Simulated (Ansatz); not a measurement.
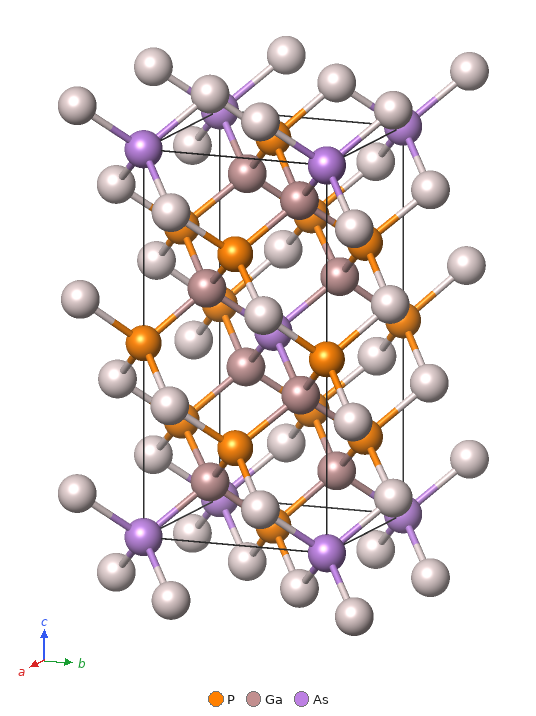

Structure drawing (ball-and-stick), viewed slightly off an axis. Atoms at the boundary of the conventional unit cell (the box) are drawn once for each face, edge or corner they touch. Periodic images bonded to atoms of the box are shown as well, in fainter colours.

Ga4AsP3, space group I-42m (No. 121), a = 5.504 Å, b = 5.504 Å, c = 11.006 Å, α = 90.00°, β = 90.00°, γ = 90.00°. The initial geometry was a structure type filled with these elements by a generator (whether the compound takes this form wasn't checked). Earlier steps of the study may have refined or changed the cell and positions. It went into a calculation with Ansatz.

This one geometry was computed with Ansatz (DFT, plane waves, PAW) at five levels of theory: PBE, r2SCAN, HSE06, PBE with spin-orbit coupling and PBE0. It was relaxed beforehand with r2SCAN.

Question: Which level gives the highest pressure at this volume, and what does that say about its equilibrium volume?

Answer: Highest: PBE (2.6 GPa) and PBE with spin-orbit coupling (2.5 GPa), which points to the largest equilibrium volume. Lowest, with the smallest volume: r2SCAN (0.0 GPa) and PBE0 (0.4 GPa). Levels within 0.5 GPa of each other can't be told apart.

Question: How does the band gap change with the level of theory?

Answer: PBE with spin-orbit coupling: a gap of 1.40 eV, direct; PBE: a gap of 1.45 eV, direct; r2SCAN: a gap of 1.70 eV, indirect; HSE06: a gap of 2.07 eV, indirect; PBE0: a gap of 2.72 eV, indirect.

Question: Collect the results in a table.

Answer:
| level | cutoff (eV) | k-mesh of the run's cell | gap (eV) | pressure (GPa) |
| --- | --- | --- | --- | --- |
| PBE | 420 | 6×6×6 | 1.45 | 2.6 |
| r2SCAN | 500 | 6×6×6 | 1.70 | 0.0 |
| HSE06 | 420 | 4×4×4 | 2.07 | 0.6 |
| PBE with spin-orbit coupling | 420 | 6×6×6 | 1.40 | 2.5 |
| PBE0 | 420 | 4×4×4 | 2.72 | 0.4 |

Gaps are taken on the k-mesh or band path of each run.
